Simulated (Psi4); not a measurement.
# BF (SMILES [B]F): HF/aug-pcseg-1 (sweep point 2)

What is the vertical ionisation energy of BF at HF/aug-pcseg-1 (sweep point 2)? 

The calculation is run with Psi4 1.11.

### Step 1. Starting point

BF has 2 atoms, charge 0, and is taken as a singlet. As SMILES, `[B]F`. The coordinates come from a PBE0-D4/def2-TZVP relaxation.

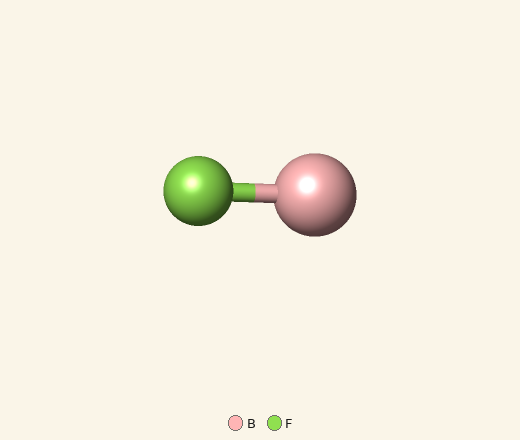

Viewed from a chosen angle; boron pink, fluorine green.

### Step 2. A single-point energy at HF/aug-pcseg-1 (sweep point 2)

The input, calc.dat:

```
memory 1600 mb

molecule {
  0 1
  B      0.000000     0.000000    -0.009350
  F      0.000000     0.000000     1.253740
  symmetry c1
}

set basis aug-pcseg-1
set reference rhf
set puream true
set scf_type pk

e, wfn = energy('scf', return_wfn=True)
```

Started as:

```console
$ psi4 -n 1 calc.dat calc.out
```

calc.out, cut to the lines that bear on the results:

```text
[...]
  Running in c1 symmetry.
[...]
  Nuclear repulsion =   18.852951476260600
[...]
  Multiplicity = 1
[...]
  Nalpha       = 7
  Nbeta        = 7
[...]
    Number of basis functions: 46
[...]
   @RHF iter   1:  -124.05261147938648   -7.31797e-01   5.34832e-03 DIIS/ADIIS
[...]
   @RHF iter   7:  -124.07287702253622   -6.20695e-09   3.00824e-07 DIIS
[...]
    Orbital Energies [Eh]
    ---------------------
    Doubly Occupied:
       1A    -26.359636     2A     -7.714586     3A     -1.711399
       4A     -0.862141     5A     -0.750209     6A     -0.750209
       7A     -0.405683
[...]
  @RHF Final Energy:  -124.07287702253622
   => Energetics <=
    Nuclear Repulsion Energy =             18.8529514762605999
    One-Electron Energy =                -208.7439524932225368
    Two-Electron Energy =                  65.8181239944257044
    Total Energy =                       -124.0728770225362183
[...]
 Multipole Moments:
 ------------------------------------------------------------------------------------
     Multipole            Electronic (a.u.)      Nuclear  (a.u.)        Total (a.u.)
 ------------------------------------------------------------------------------------
 L = 1.  Multiply by 2.5417464519 to convert [e a0] to [Debye]
 Dipole X            :          0.0000000            0.0000000            0.0000000
 Dipole Y            :          0.0000000            0.0000000            0.0000000
 Dipole Z            :          0.0218106            0.3254674            0.3472780
 Magnitude           :                                                    0.3472780
[...]
```

Run time: 2.5 s. Hardware: 1 thread of Intel Xeon at 2.70GHz, shared host; peak memory 0.19 GiB.

### Step 3. The doublet cation, same level

The input, job.in:

```
memory 1600 mb

molecule mol {
  1 2
  B      0.000000     0.000000    -0.009350
  F      0.000000     0.000000     1.253740
  symmetry c1
}

set globals {
  reference uhf
  puream    true
  scf_type  pk
  maxiter   100
}

e_tot = energy("hf/aug-pcseg-1")
```

Started as:

```console
$ psi4 -n 1 job.in job.out
```

job.out, cut to the lines that bear on the results:

```text
[...]
  Running in c1 symmetry.
[...]
  Nuclear repulsion =   18.852951476260600
[...]
  Multiplicity = 2
[...]
  Nalpha       = 7
  Nbeta        = 6
[...]
    Number of basis functions: 46
[...]
   @UHF iter   1:  -123.63506043919892   -3.14246e-01   7.24676e-03 DIIS/ADIIS
[...]
   @UHF iter   9:  -123.70590982774459   -2.62567e-08   3.96285e-07 DIIS
[...]
   @S^2 Observed:                7.532427244E-01
[...]
    Orbital Energies [Eh]
    ---------------------
    Alpha Occupied:
       1A    -26.685872     2A     -8.195311     3A     -2.023664
       4A     -1.173873     5A     -1.050396     6A     -1.050396
       7A     -0.892100
    Alpha Virtual:
       8A     -0.248617     9A     -0.248617    10A     -0.117130
      11A     -0.096054    12A     -0.078454    13A     -0.078454
      14A     -0.014728    15A     -0.002654    16A     -0.002654
      17A      0.026376    18A      0.026376    19A      0.034139
      20A      0.093232    21A      0.093232    22A      0.147589
      23A      0.188155    24A      0.237133    25A      0.237133
[...]
  @UHF Final Energy:  -123.70590982774459
   => Energetics <=
    Nuclear Repulsion Energy =             18.8529514762605999
    One-Electron Energy =                -203.9063736015697543
    Two-Electron Energy =                  61.3475122975645846
    Total Energy =                       -123.7059098277445912
  UHF NO Occupations:
  HONO-2 :    5  A 1.9992285
  HONO-1 :    6  A 1.9992285
[...]
 Multipole Moments:
 ------------------------------------------------------------------------------------
     Multipole            Electronic (a.u.)      Nuclear  (a.u.)        Total (a.u.)
 ------------------------------------------------------------------------------------
 L = 1.  Multiply by 2.5417464519 to convert [e a0] to [Debye]
 Dipole X            :         -0.0000000            0.0000000           -0.0000000
 Dipole Y            :          0.0000000            0.0000000            0.0000000
 Dipole Z            :         -1.9414772            0.3254674           -1.6160098
 Magnitude           :                                                    1.6160098
[...]
```

It took 2.5 s on 1 thread of Intel Xeon at 2.70GHz, shared host; peak memory 0.19 GiB.

### Step 4. Summary of results

Level: HF/aug-pcseg-1 (sweep point 2).

| quantity | value |
| --- | --- |
| singlet BF: total energy | -124.07288 Eh |
| singlet BF: dipole moment | 0.88 D |
| singlet BF: HOMO energy | -11.04 eV |
| singlet BF: LUMO energy | 1.13 eV |
| singlet BF: HOMO–LUMO gap | 12.17 eV |
| doublet cation: total energy | -123.70591 Eh |
| doublet cation: HOMO energy (highest over α and β) | -24.28 eV |
| doublet cation: LUMO energy (lowest over α and β) | -9.16 eV |
| doublet cation: ⟨S²⟩ | 0.753 |
| vertical ionisation energy (to the doublet cation) | 9.986 eV |

Removing an electron at fixed nuclei costs 9.99 eV (963 kJ/mol). The negative HOMO energy of the first species, 11.04 eV, lies 1.05 eV above that difference.
